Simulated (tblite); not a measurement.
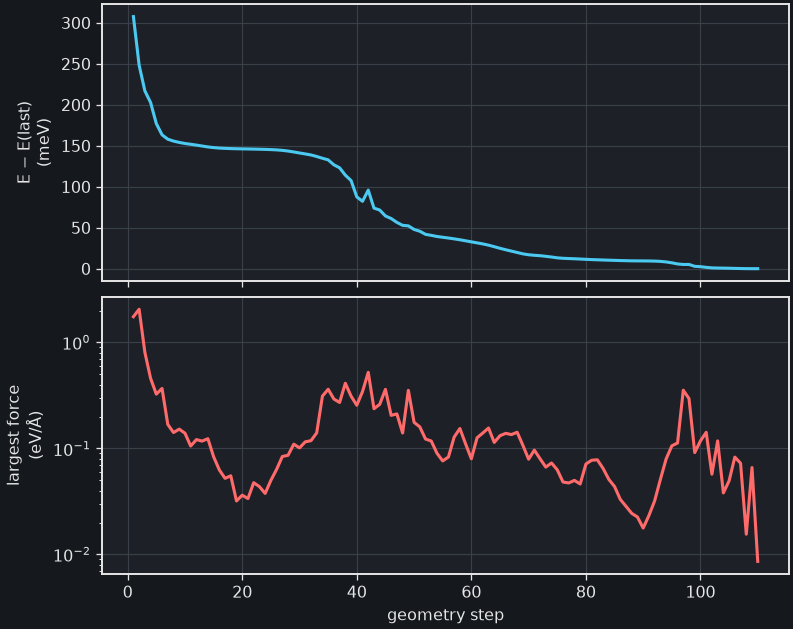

History of a geometry optimisation.

- system: C3H5FO3 (SMILES CO[C@H](F)C(=O)O)
- method: GFN2-xTB geometry optimisation, gas phase in tblite

> How did the optimisation end?

The optimisation met its thresholds at geometry 110, counting the start as the first. The energy fell by about 310 meV from the first step to the last, with a rise at step 42. The largest force goes from about 1.8 eV/Å at the start to 9 × 10⁻³ eV/Å at the end.
